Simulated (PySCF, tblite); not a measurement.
# C5H6F2O: a rotation path, then NMR shifts on frames

How do NMR shifts of C5H6F2O (`C=C=CCOC(F)F`) change as the atoms move?

The runs use tblite 0.8.0 and PySCF 2.14.0, with density-fitted response routines of our own; the level of theory stands in each step. All values are computed, except where a source is named. Atoms count from 0, in the outputs and in this text.

## Step 1: The starting structure

14 atoms, charge 0, multiplicity 1; geometry from: GFN2-xTB.

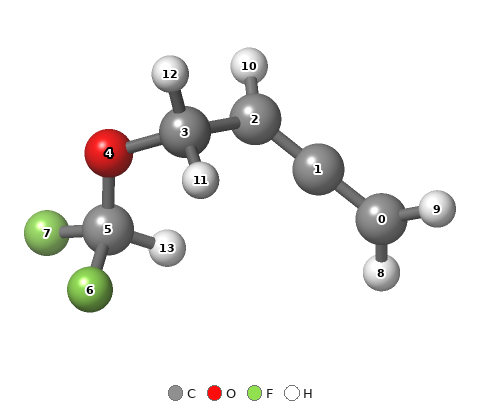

As it starts; carbon grey, oxygen red, fluorine green, hydrogen white, atoms numbered.

## Step 2: A band between two rotamers with GFN2-xTB

What the job is given:

```
{"job": {"kind": "neb", "xc": "GFN2-xTB", "basis": "xTB", "atoms": [6, 5, 4, 3], "turn": 120}, "charge": 0, "multiplicity": 1}
C      2.485952    -0.897769    -0.042179
C      1.588517     0.028588    -0.124374
C      0.690325     0.965352    -0.178022
C     -0.515562     1.011834     0.720025
O     -1.729106     0.761416    -0.005717
C     -1.873192    -0.502718    -0.437007
F     -2.350452    -1.317671     0.549137
F     -2.793661    -0.529431    -1.410069
H      2.410442    -1.813535    -0.606215
H      3.357187    -0.789823     0.583389
H      0.750515     1.746248    -0.923505
H     -0.421833     0.293418     1.541899
H     -0.656780     2.015825     1.124682
H     -0.943030    -0.972207    -0.814210
```

With the program's defaults for keys left out, this is: GFN2-xTB climbing-image nudged elastic band, gas phase.

Run with:

```bash
OMP_NUM_THREADS=1 python probes_run.py task.json out
```

The driver reads the jobs from task.json and runs them one after another.

The program printed:

```text
image   E - E0 / eV
  0       0.0000
  1       0.0038
  2       0.0095
  3       0.0149
  4       0.0176
  5       0.0162
  6       0.0115
  7       0.0064
  8       0.0030
```

Run time: 2.8 s. Hardware: 1 thread of Arm Neoverse V1, shared host; peak memory 0.18 GiB.

The final band, with the dihedral F6–C5–O4–C3:

```tsv
image	dihedral (°)	energy (eV)	energy (kcal/mol)
0	82	0.000	0.0
1	89	0.004	0.1
2	98	0.010	0.2
3	108	0.015	0.3
4	117	0.018	0.4
5	127	0.016	0.4
6	137	0.012	0.3
7	146	0.006	0.1
8	153	0.003	0.1
```

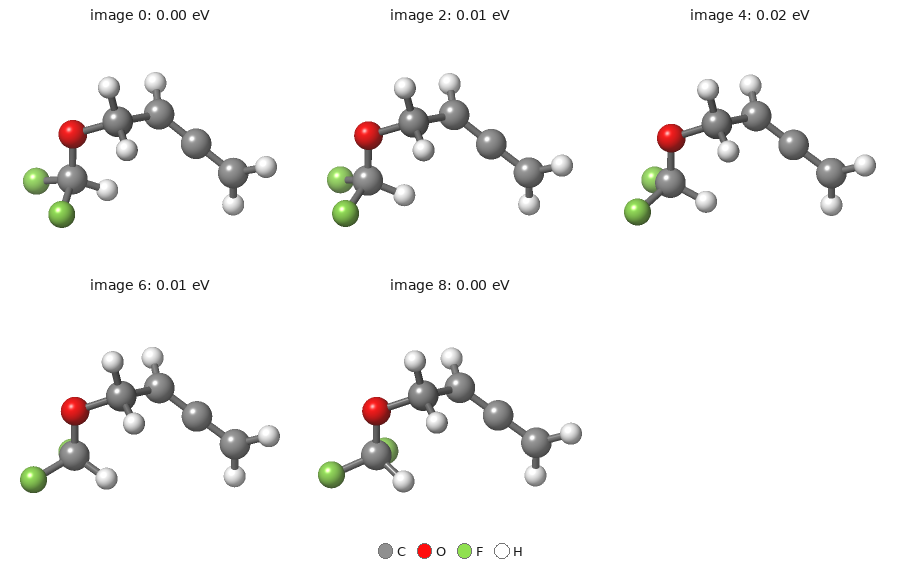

Images along the band.

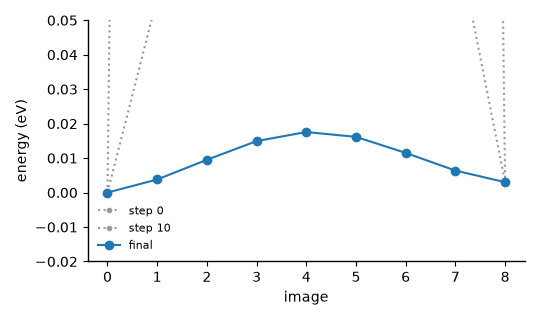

Energy along the band, early and final.

## Step 3: Nuclear shieldings: image 0, PBE0/pcSseg-1

What the job is given:

```
{"job": {"kind": "nmr", "xc": "PBE0", "basis": "pcSseg-1", "pop": false}, "charge": 0, "multiplicity": 1}
C      2.486000    -0.897800    -0.042200
C      1.588500     0.028600    -0.124400
C      0.690300     0.965400    -0.178000
C     -0.515600     1.011800     0.720000
O     -1.729100     0.761400    -0.005700
C     -1.873200    -0.502700    -0.437000
F     -2.350500    -1.317700     0.549100
F     -2.793700    -0.529400    -1.410100
H      2.410400    -1.813500    -0.606200
H      3.357200    -0.789800     0.583400
H      0.750500     1.746200    -0.923500
H     -0.421800     0.293400     1.541900
H     -0.656800     2.015800     1.124700
H     -0.943000    -0.972200    -0.814200
```

With the program's defaults for keys left out, this is: GIAO PBE0/pcSseg-1 NMR shielding, non-relativistic, gas phase.

The program printed:

```text
coarse grid: 12408 points
cycle   1  E = -468.2402897403  dE =  1.249e+00  |g| = 8.552e-01  |ddm| = 3.458e+00
cycle   2  E = -468.1433972435  dE =  9.689e-02  |g| = 1.188e+00  |ddm| = 1.045e+00
cycle   3  E = -468.3654648332  dE = -2.221e-01  |g| = 6.517e-02  |ddm| = 6.017e-01
cycle   4  E = -468.3661496859  dE = -6.849e-04  |g| = 3.474e-02  |ddm| = 8.629e-02
cycle   5  E = -468.3664221799  dE = -2.725e-04  |g| = 1.209e-02  |ddm| = 3.647e-02
cycle   6  E = -468.3664534914  dE = -3.131e-05  |g| = 2.954e-03  |ddm| = 9.614e-03
cycle   7  E = -468.3664555368  dE = -2.045e-06  |g| = 5.256e-04  |ddm| = 2.233e-03
final grid: 122688 points
cycle   8  E = -468.4386075929  dE = -3.777e-05  |g| = 1.059e-02  |ddm| = 3.346e-02
cycle   9  E = -468.4385908823  dE =  1.671e-05  |g| = 1.466e-02  |ddm| = 1.503e-02
cycle  10  E = -468.4386285755  dE = -3.769e-05  |g| = 1.313e-03  |ddm| = 8.848e-03
cycle  11  E = -468.4386289288  dE = -3.533e-07  |g| = 2.811e-04  |ddm| = 1.043e-03
cycle  12  E = -468.4386289395  dE = -1.066e-08  |g| = 1.294e-04  |ddm| = 2.306e-04
cycle  13  E = -468.4386289425  dE = -3.035e-09  |g| = 2.298e-05  |ddm| = 1.026e-04
cycle  14  E = -468.4386289426  dE = -1.089e-10  |g| = 1.067e-05  |ddm| = 2.775e-05
converged SCF energy = -468.4386289426

GIAO shielding tensors (ppm)
atom      isotropic    diamagn.    paramagn.     s11        s22        s33       span
  0 C      107.398     261.283    -153.886     18.699    131.602    171.891    153.191
  1 C      -37.328     264.752    -302.079    -66.465    -55.754     10.236     76.701
  2 C       97.397     258.927    -161.530     16.142    115.259    160.790    144.649
  3 C      116.664     247.784    -131.120     84.925    108.285    156.780     71.854
  4 O      221.870     396.998    -175.127    168.270    238.596    258.746     90.476
  5 C       63.414     245.909    -182.495     42.264     71.703     76.275     34.011
  6 F      275.128     473.247    -198.119    198.327    258.854    368.204    169.878
  7 F      280.321     469.055    -188.734    183.174    309.760    348.031    164.857
  8 H       26.607      31.239      -4.632     24.588     25.281     29.952      5.364
  9 H       26.577      28.058      -1.481     24.639     25.034     30.059      5.421
 10 H       26.229      30.413      -4.184     23.457     27.109     28.121      4.664
 11 H       27.270      31.385      -4.115     22.877     27.199     31.734      8.858
 12 H       27.044      29.479      -2.435     22.319     26.945     31.868      9.549
 13 H       25.229      31.093      -5.864     22.128     24.612     28.947      6.819
```

Wall time 23 s (1 thread of Arm Neoverse V1, shared host); peak memory 0.74 GiB.

Shifts follow as δ = σ(reference) − σ, with reference shieldings (ppm) from runs at the same level and on the same kind of geometry: 1H TMS 31.72, 13C TMS 186.9, 19F CFCl3 170.9, 17O H2O 336.1. The references are single molecules in the gas phase, so shifts against H2O, NH3, PH3, H3PO4 or CFCl3 are not on the usual liquid scales and can be off by tens of ppm. Each atom is listed at this fixed geometry, with no averaging over motion; a spectrum would average atoms that exchange fast.

```tsv
atoms	environment	σ (ppm)	δ (ppm)
C1	central carbon of an allene	-37.3	224.3
C5	sp3 CH bonded to 2 F and O	63.4	123.5
C2	terminal carbon of a cumulated C=C=C unit	97.4	89.5
C0	terminal carbon of a cumulated C=C=C unit	107.4	79.5
C3	allylic sp3 CH2 bonded to O	116.7	70.3
H13	hydrogen on an sp3 CH bonded to 2 F and O	25.23	6.49
H10	hydrogen on a terminal carbon of a cumulated C=C=C unit	26.23	5.49
H9	hydrogen on a terminal carbon of a cumulated C=C=C unit	26.58	5.14
H8	hydrogen on a terminal carbon of a cumulated C=C=C unit	26.61	5.11
H12	hydrogen on an allylic sp3 CH2 bonded to O	27.04	4.67
H11	hydrogen on an allylic sp3 CH2 bonded to O	27.27	4.45
O4	ether oxygen	221.9	114.2
F6	fluorine of a CF2 group	275.1	-104.2
F7	fluorine of a CF2 group	280.3	-109.4
```

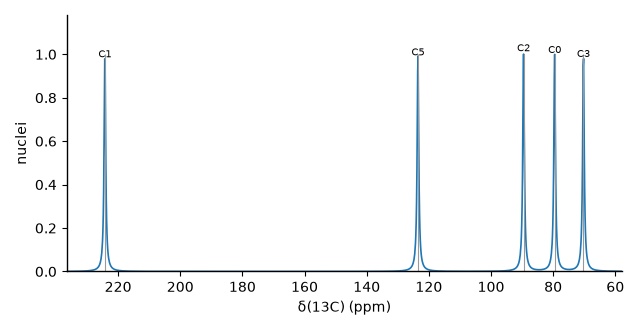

13C lines at the computed shifts, without couplings. Lines are broadened to a width of 0.62 ppm (Lorentzian).

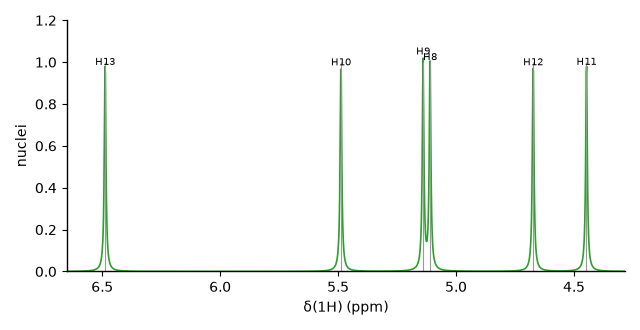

1H lines at the computed shifts, without couplings. Lines are broadened to a width of 0.01 ppm (Lorentzian).

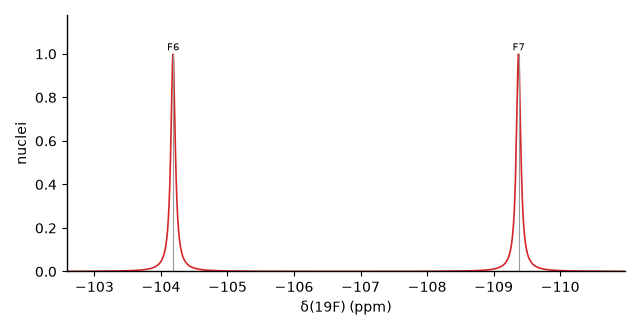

19F lines at the computed shifts, without couplings. Lines are broadened to a width of 0.08 ppm (Lorentzian).

The fields below are evaluated on a grid from the run's orbitals.

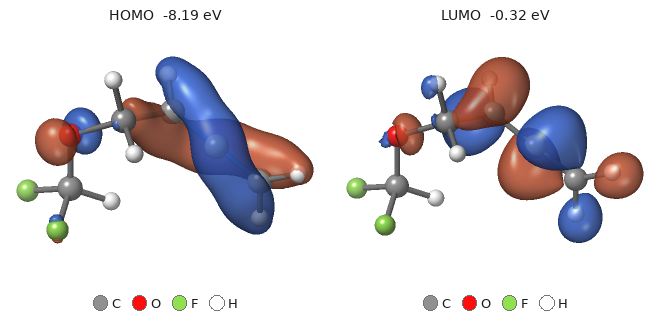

PBE0/pcSseg-1 orbitals near the gap, drawn at the value that encloses 70 % of each; the two colours are the two signs.

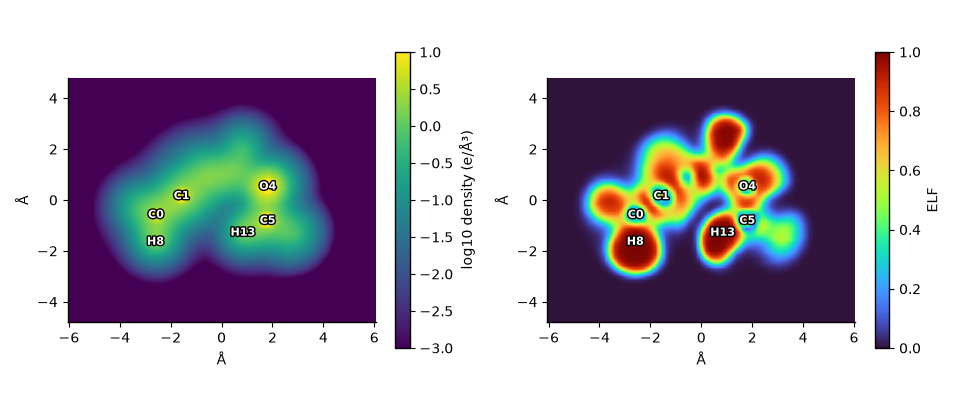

Density (left) and ELF (right) in a plane through or near 6 of the atoms.

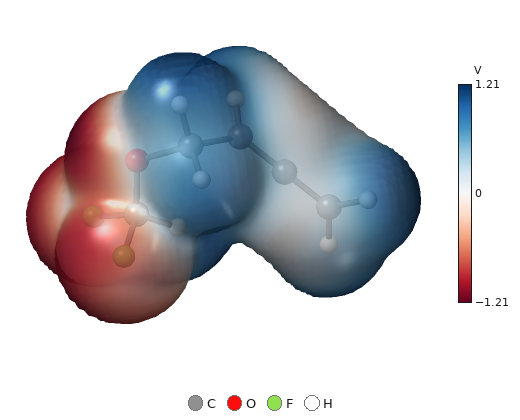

Electrostatic potential on the surface of density 0.002 e/bohr³; red is low, blue high. It runs, from the 1st to the 99th percentile, from -1.11 V near O4 to 1.21 V near H8.

## Step 4: Shielding tensors: image 2, PBE0/pcSseg-1

What the job is given:

```
{"job": {"kind": "nmr", "xc": "PBE0", "basis": "pcSseg-1", "pop": false}, "charge": 0, "multiplicity": 1}
C      2.497600    -0.881400    -0.094000
C      1.581500     0.028400    -0.155100
C      0.679100     0.961700    -0.182400
C     -0.504300     1.008000     0.743300
O     -1.729600     0.742500     0.042500
C     -1.883000    -0.519000    -0.391000
F     -2.655200    -1.243500     0.466000
F     -2.545400    -0.525800    -1.561300
H      2.429000    -1.801600    -0.650300
H      3.382700    -0.748300     0.505800
H      0.715700     1.737200    -0.934400
H     -0.386500     0.301700     1.572000
H     -0.647100     2.013300     1.143700
H     -0.935200    -1.073800    -0.527100
```

With the program's defaults for keys left out, this is: GIAO PBE0/pcSseg-1 NMR shielding, non-relativistic, gas phase.

The program printed:

```text
coarse grid: 12408 points
cycle   1  E = -468.2385616544  dE =  1.250e+00  |g| = 8.573e-01  |ddm| = 3.457e+00
cycle   2  E = -468.1417702201  dE =  9.679e-02  |g| = 1.190e+00  |ddm| = 1.042e+00
cycle   3  E = -468.3643824520  dE = -2.226e-01  |g| = 6.427e-02  |ddm| = 5.966e-01
cycle   4  E = -468.3650510372  dE = -6.686e-04  |g| = 3.435e-02  |ddm| = 8.621e-02
cycle   5  E = -468.3653192567  dE = -2.682e-04  |g| = 1.193e-02  |ddm| = 3.632e-02
cycle   6  E = -468.3653495673  dE = -3.031e-05  |g| = 2.962e-03  |ddm| = 9.474e-03
cycle   7  E = -468.3653516010  dE = -2.034e-06  |g| = 5.023e-04  |ddm| = 2.197e-03
final grid: 122688 points
cycle   8  E = -468.4374971175  dE = -3.742e-05  |g| = 1.050e-02  |ddm| = 3.136e-02
cycle   9  E = -468.4374806785  dE =  1.644e-05  |g| = 1.454e-02  |ddm| = 1.469e-02
cycle  10  E = -468.4375178544  dE = -3.718e-05  |g| = 1.326e-03  |ddm| = 8.644e-03
cycle  11  E = -468.4375182170  dE = -3.627e-07  |g| = 2.744e-04  |ddm| = 1.043e-03
cycle  12  E = -468.4375182272  dE = -1.014e-08  |g| = 1.305e-04  |ddm| = 2.281e-04
cycle  13  E = -468.4375182302  dE = -3.058e-09  |g| = 2.320e-05  |ddm| = 1.026e-04
cycle  14  E = -468.4375182303  dE = -1.135e-10  |g| = 1.103e-05  |ddm| = 2.877e-05
converged SCF energy = -468.4375182303

GIAO shielding tensors (ppm)
atom      isotropic    diamagn.    paramagn.     s11        s22        s33       span
  0 C      107.395     260.974    -153.578     18.779    131.514    171.893    153.114
  1 C      -37.223     264.624    -301.847    -66.456    -54.838      9.624     76.079
  2 C       96.285     258.885    -162.600     13.867    113.658    161.329    147.461
  3 C      115.622     247.626    -132.004     85.140    105.109    156.617     71.477
  4 O      222.200     397.136    -174.936    166.477    241.073    259.051     92.574
  5 C       62.533     246.761    -184.228     41.008     71.804     74.788     33.780
  6 F      273.752     471.580    -197.829    183.412    277.116    360.727    177.315
  7 F      273.937     470.320    -196.383    175.986    301.059    344.767    168.782
  8 H       26.616      31.110      -4.494     24.608     25.252     29.987      5.379
  9 H       26.574      28.034      -1.460     24.614     25.075     30.034      5.420
 10 H       26.147      30.464      -4.317     23.463     26.988     27.990      4.526
 11 H       27.355      31.305      -3.950     22.875     27.249     31.941      9.066
 12 H       27.040      29.395      -2.355     22.414     26.887     31.819      9.405
 13 H       25.309      31.415      -6.105     22.173     24.594     29.161      6.988
```

Wall time 16 s (1 thread of Arm Neoverse V1, shared host); peak memory 0.77 GiB.

Key values: δ C1 224.1, C5 124.4, C2 90.6, C0 79.5, H13 6.41, H10 5.57 ppm.

(Part 1 of 2 ends here.)
